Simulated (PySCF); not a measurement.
# C2F3N (Acetonitrile, trifluoro-): the cost of one run

Programs: PySCF 2.14.0, with density-fitted response routines of our own. Each step states its level of theory. These are calculated values for one molecule in the gas phase, unless marked as measured. Atoms are numbered from 0 throughout.

## Step 1: The starting structure

6 atoms, charge 0, multiplicity 1; geometry from: MMFF94s. The atoms were then displaced at random by about 0.03 Å, so the start is not that level's minimum.

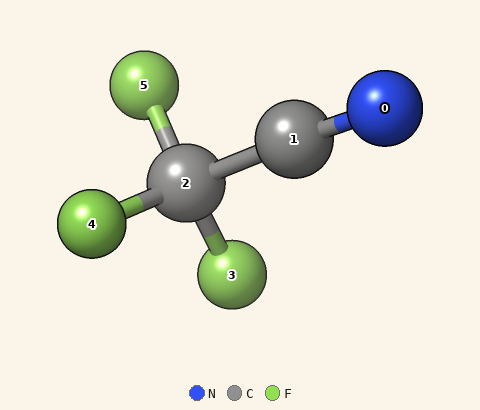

The starting geometry (nitrogen blue, carbon grey, fluorine green), atoms numbered.

## Step 2: Geometry optimisation at PBE0-D3(BJ)/def2-SVP

What the job is given:

```
{"job": {"xc": "PBE0", "basis": "def2-SVP", "d3": "d3bj", "grid": 1, "shake": 0.03, "kind": "geom"}, "charge": 0, "multiplicity": 1}
N      2.256410    -0.053490     0.036240
C      1.013390    -0.002700     0.004650
C     -0.495810    -0.011550    -0.030650
F     -0.811570    -1.003110    -0.790730
F     -0.950310    -0.196870     1.209510
F     -0.948990     1.171700    -0.498300
```

Launch:

```
OMP_NUM_THREADS=1 python probes_run.py task.json out
```

This one command runs all jobs of the session in turn.

Q: Estimate the wall time and peak memory of this first job on 1 thread of Arm Neoverse V1, shared host.

About 16 s, with a peak of 0.34 GiB.
